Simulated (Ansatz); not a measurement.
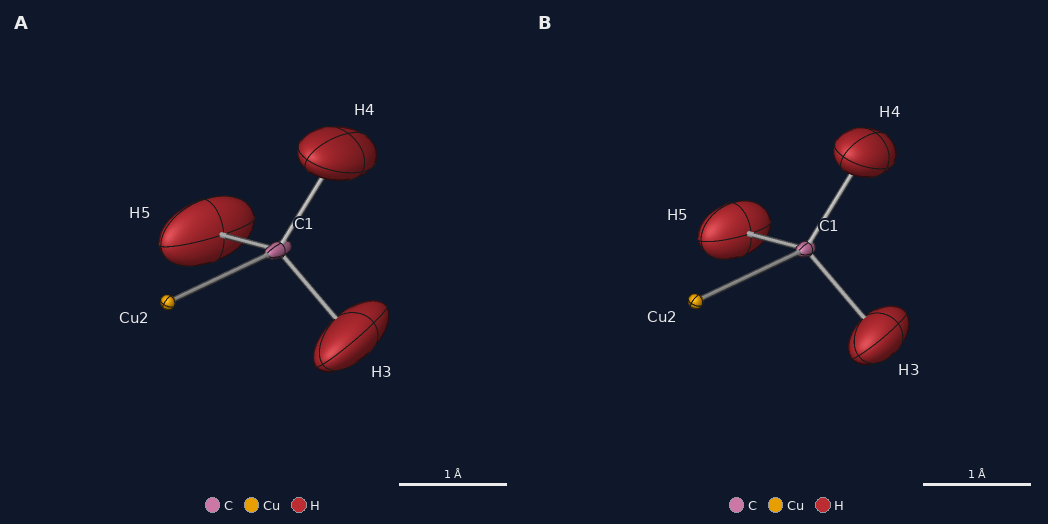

Displacement ellipsoids at the 50 % level, scaled by 2, from the internal vibrations of the free molecule (harmonic, no overall translation or rotation; no half-axis is drawn under 0.075 Å). The species is neutral and a spin singlet. Vibrations computed with RKS PBE0-D4/def2-TZVP (Ansatz 0.2.0). One panel is for 100 K, the other for 900 K.

Question: Which panel is for 900 K?

Answer: A.

Question: How much does the mean-square displacement of C1 grow, and why?

Answer: U_eq goes from 0.00088 to 0.0019 Å², a factor of 2.2. Modes below kT (626 cm⁻¹ at 900 K) grow about in proportion to T, and the lowest lies at 534 cm⁻¹; the mean-square amplitude of a mode is its zero-point value times coth(ħω/2kT), which comes close to 1 only above about 3kT.
